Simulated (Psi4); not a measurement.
# HF/pcseg-2 (sweep point 3) run of GeH3F (fluorogermane)

What is the vertical ionisation energy of GeH3F (fluorogermane) at HF/pcseg-2 (sweep point 3)? Input form: a Python script.

Program for the calculation: Psi4 1.11.

**1. The structure to begin with**

GeH3F has 5 atoms, charge 0, and is taken as a singlet. As SMILES, `[F][GeH3]`. The coordinates come from a PBE0-D4/def2-TZVP relaxation.

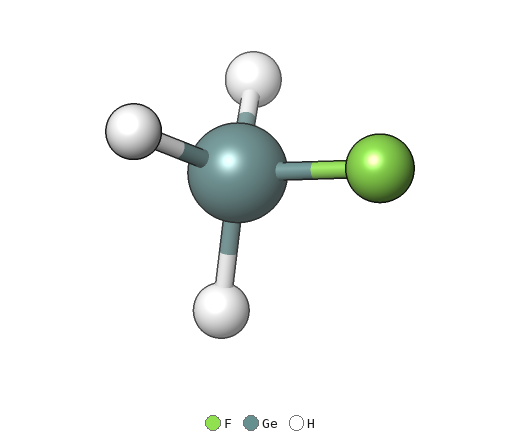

The structure, seen from a chosen angle (fluorine green, germanium teal, hydrogen white).

**2. The energy at HF/pcseg-2 (sweep point 3)**

The input, fgeh3.py:

```python
import psi4

psi4.set_memory('1600 MB')
psi4.set_num_threads(1)
psi4.core.set_output_file('fgeh3.out', False)

mol = psi4.geometry("""
F     -1.97759839     0.89629710     2.19623970
Ge     0.12887932    -0.07861261    -0.13757206
H      2.51522547    -0.96753978     1.24457363
H     -1.18637006    -2.22609737    -1.57074035
H      0.61434996     2.23667984    -1.81054660
units au
symmetry c1
""")

psi4.set_options(dict(puream=True, scf_type='pk'))

e, wfn = psi4.energy('hf/pcseg-2', return_wfn=True)
print(f'hf/pcseg-2 energy: {e:.10f} Eh')
```

Launch:

```bash
$ python fgeh3.py
```

fgeh3.out:

```text
[...]
  Running in c1 symmetry.
[...]
  Nuclear repulsion =  126.699030089755894
[...]
  Multiplicity = 1
[...]
  Nalpha       = 22
  Nbeta        = 22
[...]
    Number of basis functions: 115
[...]
   @RHF iter   1: -2175.69696256082307   -3.32863e+00   1.65275e-02 DIIS/ADIIS
[...]
   @RHF iter   8: -2176.63141063990179   -1.72393e-07   6.98485e-07 DIIS
[...]
    Orbital Energies [Eh]
    ---------------------
    Doubly Occupied:
       1A   -405.132996     2A    -52.074565     3A    -46.163003
       4A    -46.162486     5A    -46.162486     6A    -26.243365
       7A     -7.196328     8A     -5.175305     9A     -5.173514
      10A     -5.173513    11A     -1.669466    12A     -1.653318
      13A     -1.653317    14A     -1.648522    15A     -1.648521
      16A     -1.522052    17A     -0.763282    18A     -0.628861
      19A     -0.628860    20A     -0.606920    21A     -0.487150
      22A     -0.487117
[...]
  @RHF Final Energy: -2176.63141063990179
   => Energetics <=
    Nuclear Repulsion Energy =            126.6990300897558939
    One-Electron Energy =               -3290.5511985354328317
    Two-Electron Energy =                 987.2207578057750652
    Total Energy =                      -2176.6314106399017874
[...]
 Multipole Moments:
 ------------------------------------------------------------------------------------
     Multipole            Electronic (a.u.)      Nuclear  (a.u.)        Total (a.u.)
 ------------------------------------------------------------------------------------
 L = 1.  Multiply by 2.5417464519 to convert [e a0] to [Debye]
 Dipole X            :          0.3825764            0.2320869            0.6146632
 Dipole Y            :         -0.1764631           -0.1077987           -0.2842617
 Dipole Z            :         -0.4243132           -0.2568343           -0.6811475
 Magnitude           :                                                    0.9605090
[...]
```

Standard output:

```text
hf/pcseg-2 energy: -2176.6314106399 Eh
```

It took 2.9 s on 1 thread of AMD EPYC 9R45 (Zen 5), shared host; peak memory 0.57 GiB.

**3. The doublet cation, same level**

The input, fgeh3.py:

```python
import psi4

psi4.set_memory('1600 MB')
psi4.set_num_threads(1)
psi4.set_output_file('run.log', False)

mol = psi4.geometry("""
1 2
F     -1.97759839     0.89629710     2.19623970
Ge     0.12887932    -0.07861261    -0.13757206
H      2.51522547    -0.96753978     1.24457363
H     -1.18637006    -2.22609737    -1.57074035
H      0.61434996     2.23667984    -1.81054660
units au
symmetry c1
""")

psi4.set_options({
    'reference': 'uhf',
    'puream': True,
    'scf_type': 'pk',
    'maxiter': 150,
})

energy_value, wavefunction = psi4.energy('hf/pcseg-2', molecule=mol, return_wfn=True)
print('E =', round(energy_value, 9))
```

Launch:

```bash
$ python fgeh3.py
```

run.log:

```text
[...]
  Running in c1 symmetry.
[...]
  Nuclear repulsion =  126.699030089755894
[...]
  Multiplicity = 2
[...]
  Nalpha       = 22
  Nbeta        = 21
[...]
    Number of basis functions: 115
[...]
   @UHF iter   1: -2175.35457957386052   -2.98624e+00   1.59898e-02 ADIIS/DIIS
[...]
   @UHF iter  29: -2176.18213522185624   -1.80730e-08   8.46375e-07 DIIS
[...]
   @S^2 Observed:                8.152443228E-01
[...]
    Orbital Energies [Eh]
    ---------------------
    Alpha Occupied:
       1A   -405.440063     2A    -52.381407     3A    -46.471691
       4A    -46.468999     5A    -46.468246     6A    -26.496632
       7A     -7.502615     8A     -5.487440     9A     -5.477803
      10A     -5.475881    11A     -1.971293    12A     -1.965006
      13A     -1.957269    14A     -1.956476    15A     -1.951607
      16A     -1.770983    17A     -1.080051    18A     -0.917660
      19A     -0.883478    20A     -0.863124    21A     -0.846792
      22A     -0.759232
    Alpha Virtual:
      23A     -0.138521    24A     -0.111636    25A     -0.086294
[...]
  @UHF Final Energy: -2176.18213522185624
   => Energetics <=
    Nuclear Repulsion Energy =            126.6990300897558939
    One-Electron Energy =               -3277.7076735326363632
    Two-Electron Energy =                 974.8265082210240280
    Total Energy =                      -2176.1821352218562424
  UHF NO Occupations:
  HONO-2 :   20  A 1.9990399
  HONO-1 :   21  A 1.9684452
[...]
 Multipole Moments:
 ------------------------------------------------------------------------------------
     Multipole            Electronic (a.u.)      Nuclear  (a.u.)        Total (a.u.)
 ------------------------------------------------------------------------------------
 L = 1.  Multiply by 2.5417464519 to convert [e a0] to [Debye]
 Dipole X            :          0.9573202            0.2320869            1.1894070
 Dipole Y            :         -0.9226488           -0.1077987           -1.0304474
 Dipole Z            :         -0.8435756           -0.2568343           -1.1004099
 Magnitude           :                                                    1.9202638
[...]
```

Standard output:

```text
E = -2176.182135222
```

Run time: 4.5 s. Hardware: 1 thread of AMD EPYC 9R45 (Zen 5), shared host; peak memory 0.58 GiB.

**4. Summary of results**

Level: HF/pcseg-2 (sweep point 3).

| quantity | value |
| --- | --- |
| singlet GeH3F: total energy | -2176.63141 Eh |
| singlet GeH3F: dipole moment | 2.44 D |
| singlet GeH3F: HOMO energy | -13.26 eV |
| singlet GeH3F: LUMO energy | 2.40 eV |
| singlet GeH3F: HOMO–LUMO gap | 15.65 eV |
| doublet cation: total energy | -2176.18214 Eh |
| doublet cation: HOMO energy (highest over α and β) | -19.61 eV |
| doublet cation: LUMO energy (lowest over α and β) | -11.24 eV |
| doublet cation: ⟨S²⟩ | 0.815 |
| vertical ionisation energy (to the doublet cation) | 12.225 eV |

What this shows: Removing an electron at fixed nuclei costs 12.23 eV (282 kcal/mol). The negative HOMO energy of the first species, 13.26 eV, lies 1.03 eV above that difference.
